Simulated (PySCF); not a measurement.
**C5H10OSi3: density, localisation and related maps**

```yaml
atoms:
  - { symbol: C, position_ang: [2.4692, 2.0816, -0.4542] }
  - { symbol: C, position_ang: [2.2065, 0.9107, -0.3796] }
  - { symbol: Si, position_ang: [1.7526, -0.8839, -0.2612] }
  - { symbol: C, position_ang: [0.5912, -1.3404, -1.6797] }
  - { symbol: C, position_ang: [-0.6855, -1.5484, -1.3587] }
  - { symbol: Si, position_ang: [-1.1593, -1.3343, 0.4566] }
  - { symbol: O, position_ang: [-2.0002, 0.0479, 0.6507] }
  - { symbol: Si, position_ang: [-2.0748, 1.6653, 0.6672] }
  - { symbol: C, position_ang: [0.5811, -1.1914, 1.2122] }
  - { symbol: H, position_ang: [2.7054, 3.1053, -0.5198] }
  - { symbol: H, position_ang: [2.9884, -1.6835, -0.2387] }
  - { symbol: H, position_ang: [0.9324, -1.4139, -2.7052] }
  - { symbol: H, position_ang: [-1.4146, -1.8008, -2.1193] }
  - { symbol: H, position_ang: [-2.0586, -2.3461, 1.0078] }
  - { symbol: H, position_ang: [-1.9266, 2.0755, 2.0642] }
  - { symbol: H, position_ang: [-3.4038, 1.9659, 0.1391] }
  - { symbol: H, position_ang: [-1.0064, 2.2196, -0.1629] }
  - { symbol: H, position_ang: [0.6373, -0.3946, 1.9496] }
  - { symbol: H, position_ang: [0.8558, -2.1102, 1.7246] }
```

Geometry: GFN2-xTB.

Level of theory: PySCF 2.14.0, PBE0/pcSseg-1, SCF density, gas phase, non-relativistic.

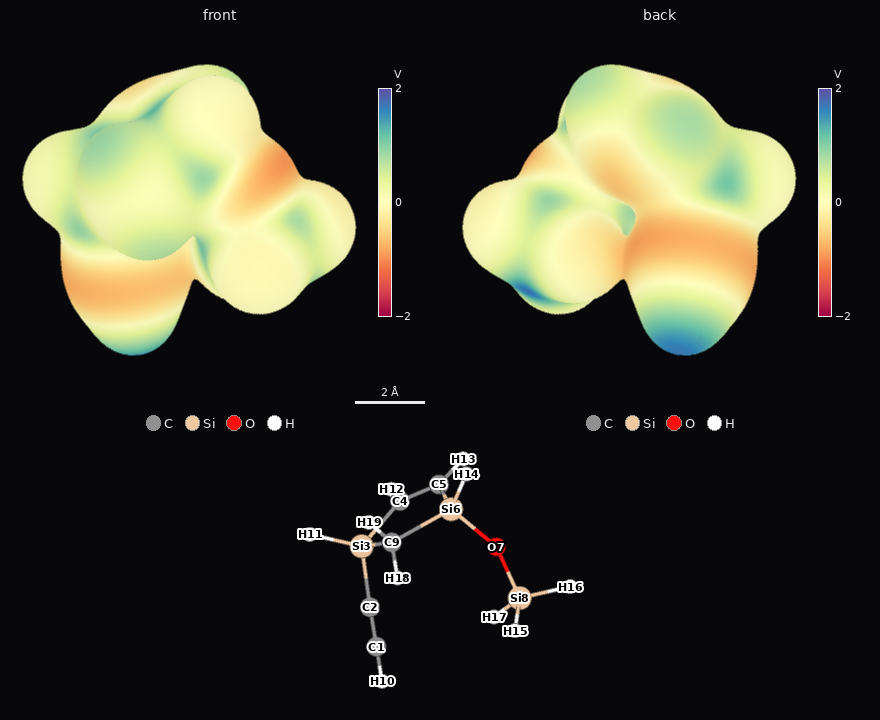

Figure 1. The molecular electrostatic potential painted on the density surface at 0.002 e/bohr³, seen from the front and from behind; red is negative and blue positive. The bare structure is drawn below in the same view.

Q: Where is the surface potential most negative and most positive?

A: The most negative region (about −0.9 V, or −21 kcal/mol for a unit charge) lies over C1, C2 and O7, the most positive (about +1.6 V, or +37 kcal/mol for a unit charge) over Si8 and H10.

Q: What dipole moment does the calculation give?

A: Its dipole moment is 0.56 D.

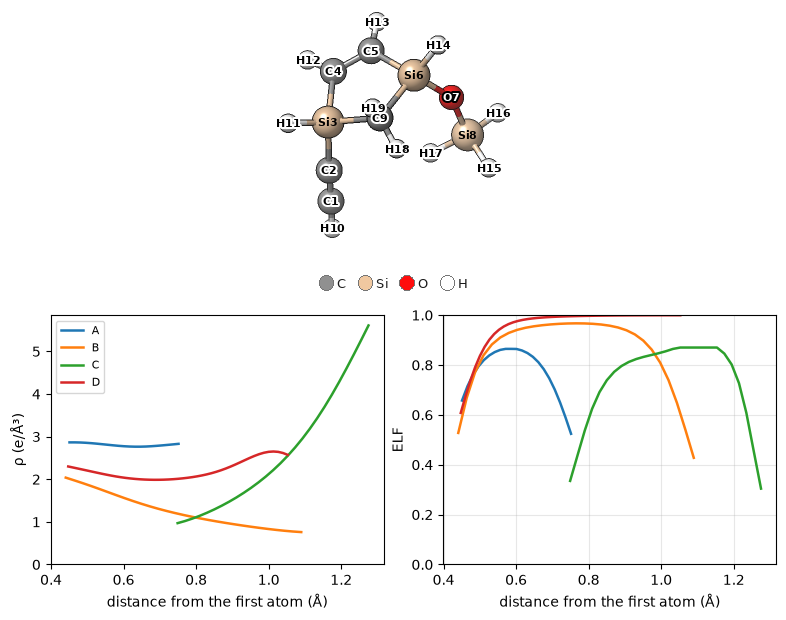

Figure 2. Electron density and electron localisation function along straight lines between neighbouring atoms. The curves leave out the atomic cores. The structure is drawn too.

Q: Which curve belongs to which contact (C–C, C–H, C–Si and Si–O)? The first atom named is at distance zero.

A: Curve A: C–C (1.20 Å): ρ at the midpoint is about 2.8 e/Å³; the ELF peaks at about 0.85 between the atoms: a short, multiple covalent bond. Curve B: C–Si (1.85 Å): ρ at the midpoint is about 0.92 e/Å³; the ELF peaks at about 0.95 between the atoms, as expected for localised, covalent bonding. Curve C: Si–O (1.62 Å): ρ is about 1.1 e/Å³ halfway; the ELF peaks at about 0.85 between the atoms (a short, strongly polar bond). Curve D: C–H (1.05 Å): ρ at the midpoint is about 2.2 e/Å³; the ELF climbs to about 1 towards the hydrogen, as it does in any bond to H; an ordinary covalent bond to hydrogen.
